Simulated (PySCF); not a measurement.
# Two runs on C$_{4}$H$_{4}$N$_{2}$Si

System: C$_{4}$H$_{4}$N$_{2}$Si.
Method of the first run: GIAO mPW1PW91/pcSseg-1 NMR shielding, non-relativistic, gas phase (PySCF 2.14.0).

The geometry comes from this level: PBE0-D3(BJ)/def2-SVP. Text and figures count atoms from 1; the logs count them from 0 in places.

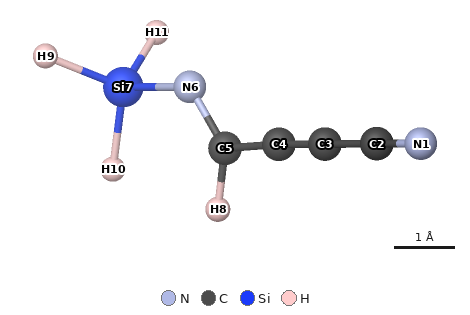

Figure 1. The input geometry (ball-and-stick view, seen at a tilt; atoms are numbered from 1 in the order of the input).

### Input, the first run
```
{"job": {"kind": "nmr", "xc": "mPW1PW91", "basis": "pcSseg-1", "pop": false}, "charge": 0, "multiplicity": 1}
N      5.119801     1.271667    -0.040883
C      4.034705     0.856678     0.011880
C      2.756170     0.360420     0.077800
C      1.620675    -0.076753     0.135660
C      0.304233    -0.645344     0.230590
N     -0.726495    -0.015184    -0.154195
Si    -2.368058    -0.645667    -0.071107
H      0.288959    -1.668746     0.665029
H     -3.163536     0.290652     0.770223
H     -2.402104    -2.024835     0.518139
H     -2.907387    -0.668128    -1.458927
```

The first line tells a small driver script what to run in PySCF; the rest is the geometry in Å.

Command:
```bash
OMP_NUM_THREADS=1 python <driver script> task.json out
```

Hardware: 1 CPU thread, shared host.

### Output (the first run)
```
coarse grid: 10576 points
cycle   1  E = -553.5116480997  dE =  9.183e-01  |g| = 5.268e-01  |ddm| = 3.590e+00
cycle   2  E = -553.2752437303  dE =  2.364e-01  |g| = 1.144e+00  |ddm| = 1.877e+00
cycle   3  E = -553.5749524000  dE = -2.997e-01  |g| = 1.248e-01  |ddm| = 1.215e+00
cycle   4  E = -553.5770648670  dE = -2.112e-03  |g| = 8.489e-02  |ddm| = 1.999e-01
cycle   5  E = -553.5786138798  dE = -1.549e-03  |g| = 2.752e-02  |ddm| = 8.971e-02
cycle   6  E = -553.5787975199  dE = -1.836e-04  |g| = 4.451e-03  |ddm| = 3.023e-02
cycle   7  E = -553.5788006509  dE = -3.131e-06  |g| = 2.521e-03  |ddm| = 5.248e-03
final grid: 100232 points
cycle   8  E = -553.6182730391  dE = -5.971e-06  |g| = 6.104e-03  |ddm| = 7.319e-02
cycle   9  E = -553.6182308930  dE =  4.215e-05  |g| = 1.420e-02  |ddm| = 1.440e-02
cycle  10  E = -553.6182823641  dE = -5.147e-05  |g| = 8.718e-04  |ddm| = 1.016e-02
cycle  11  E = -553.6182825379  dE = -1.738e-07  |g| = 3.423e-04  |ddm| = 1.314e-03
cycle  12  E = -553.6182825611  dE = -2.324e-08  |g| = 1.561e-04  |ddm| = 4.299e-04
cycle  13  E = -553.6182825660  dE = -4.868e-09  |g| = 4.661e-05  |ddm| = 1.322e-04
cycle  14  E = -553.6182825664  dE = -3.683e-10  |g| = 2.473e-05  |ddm| = 5.871e-05
converged SCF energy = -553.6182825664

GIAO shielding tensors (ppm)
atom      isotropic    diamagn.    paramagn.     s11        s22        s33       span
  0 N      -62.896     340.309    -403.205   -252.380   -229.705    293.397    545.777
  1 C       72.783     265.176    -192.393    -35.638    -35.626    289.614    325.253
  2 C      112.520     244.513    -131.993     57.462     60.839    219.261    161.799
  3 C      105.255     249.749    -144.494      2.526     12.338    300.901    298.375
  4 C       23.551     259.246    -235.696    -82.478     38.346    114.783    197.261
  5 N     -191.874     329.917    -521.791   -671.259   -201.523    297.159    968.418
  6 Si     389.218     878.773    -489.556    335.201    377.321    455.131    119.930
  7 H       23.116      28.899      -5.783     20.409     24.048     24.891      4.481
  8 H       26.268      27.933      -1.665     23.888     24.922     29.994      6.107
  9 H       26.679      27.750      -1.071     24.252     25.336     30.449      6.197
 10 H       26.272      27.834      -1.562     23.894     24.921     30.000      6.106
```

For the second run the input was changed thus:
```diff
-"xc": "mPW1PW91"
+"xc": "KT2"
```

What does this change do to the results?

The total energies belong to different methods, so their difference says nothing on which is more stable or more accurate. The HOMO goes from −8.20 to −6.82 eV. The LUMO goes from −3.03 to −3.84 eV. The dipole moment goes from 4.46 to 4.25 D. Of all shieldings, the largest change is that of N6, by +41.0 ppm. The functional changes from mPW1PW91 to KT2. Exact exchange removes part of the self-interaction error of semilocal functionals, which pushes filled and empty levels apart. The SCF takes 18 iterations against 14.

### Output (the second run)
```
coarse grid: 10576 points
cycle   1  E = -560.7096519278  dE =  8.472e-01  |g| = 5.528e-01  |ddm| = 3.638e+00
cycle   2  E = -560.2338315773  dE =  4.758e-01  |g| = 1.465e+00  |ddm| = 2.609e+00
cycle   3  E = -560.7643783875  dE = -5.305e-01  |g| = 2.697e-01  |ddm| = 1.945e+00
cycle   4  E = -560.7781031418  dE = -1.372e-02  |g| = 1.540e-01  |ddm| = 3.819e-01
cycle   5  E = -560.7833414012  dE = -5.238e-03  |g| = 6.696e-02  |ddm| = 1.879e-01
cycle   6  E = -560.7845701205  dE = -1.229e-03  |g| = 1.975e-02  |ddm| = 7.772e-02
cycle   7  E = -560.7846314161  dE = -6.130e-05  |g| = 1.246e-02  |ddm| = 2.273e-02
cycle   8  E = -560.7846709447  dE = -3.953e-05  |g| = 1.929e-03  |ddm| = 1.282e-02
cycle   9  E = -560.7846719540  dE = -1.009e-06  |g| = 3.780e-04  |ddm| = 3.053e-03
final grid: 100232 points
cycle  10  E = -560.7871808876  dE = -2.232e-04  |g| = 1.538e-02  |ddm| = 1.597e-01
cycle  11  E = -560.7871461078  dE =  3.478e-05  |g| = 1.784e-02  |ddm| = 4.054e-02
cycle  12  E = -560.7872005946  dE = -5.449e-05  |g| = 9.579e-03  |ddm| = 3.151e-02
cycle  13  E = -560.7872249914  dE = -2.440e-05  |g| = 2.745e-03  |ddm| = 9.519e-03
cycle  14  E = -560.7872270196  dE = -2.028e-06  |g| = 1.019e-03  |ddm| = 2.961e-03
cycle  15  E = -560.7872272591  dE = -2.394e-07  |g| = 3.068e-04  |ddm| = 1.167e-03
cycle  16  E = -560.7872272822  dE = -2.311e-08  |g| = 4.540e-05  |ddm| = 3.144e-04
cycle  17  E = -560.7872272823  dE = -1.130e-10  |g| = 4.573e-05  |ddm| = 1.027e-04
cycle  18  E = -560.7872272828  dE = -4.898e-10  |g| = 8.350e-06  |ddm| = 4.676e-05
converged SCF energy = -560.7872272828

GIAO shielding tensors (ppm)
atom      isotropic    diamagn.    paramagn.     s11        s22        s33       span
  0 N      -40.420     341.613    -382.033   -216.785   -193.904    289.428    506.213
  1 C       83.956     265.834    -181.879    -16.965    -16.712    285.545    302.510
  2 C      120.933     244.884    -123.951     69.119     73.613    220.067    150.948
  3 C      111.097     248.566    -137.469     17.943     24.452    290.897    272.954
  4 C       35.861     262.349    -226.489    -51.547     49.681    109.448    160.995
  5 N     -150.920     329.497    -480.417   -580.798   -162.995    291.033    871.830
  6 Si     400.290     881.844    -481.554    343.660    385.563    471.647    127.988
  7 H       22.999      28.997      -5.998     19.965     24.369     24.664      4.698
  8 H       26.047      28.021      -1.974     23.653     24.742     29.746      6.093
  9 H       26.433      27.713      -1.280     24.175     24.949     30.175      6.000
 10 H       26.050      27.916      -1.866     23.658     24.740     29.752      6.094
```

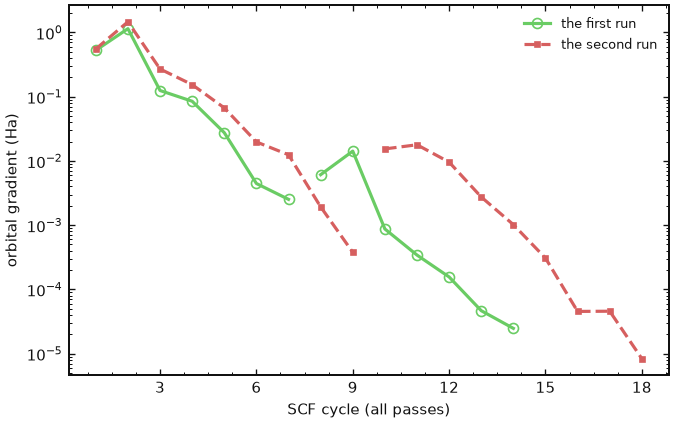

Figure 2. Convergence of the two runs: orbital gradient against the SCF cycle. A break in a curve parts two SCF passes (coarse and final grid). The first run takes 14 cycles in all, and the second run takes 18.

### The two runs side by side

| quantity | the first run | the second run |
| --- | --- | --- |
| outcome | converged | converged |
| total energy (hartree) | −553.618283 | −560.787227 |
| HOMO (eV) | −8.20 | −6.82 |
| LUMO (eV) | −3.03 | −3.84 |
| dipole moment (D) | 4.46 | 4.25 |
| shielding of N1 (ppm) | −62.9 | −40.4 |
| shielding of C2 (ppm) | 72.8 | 84.0 |
| shielding of C3 (ppm) | 112.5 | 120.9 |
| shielding of C4 (ppm) | 105.3 | 111.1 |
| shielding of C5 (ppm) | 23.6 | 35.9 |
| shielding of N6 (ppm) | −191.9 | −150.9 |
| shielding of Si7 (ppm) | 389.2 | 400.3 |
| SCF iterations | 14 | 18 |
| basis functions | 146 | 146 |
| wall time (shared host) | 12 s | 19 s |
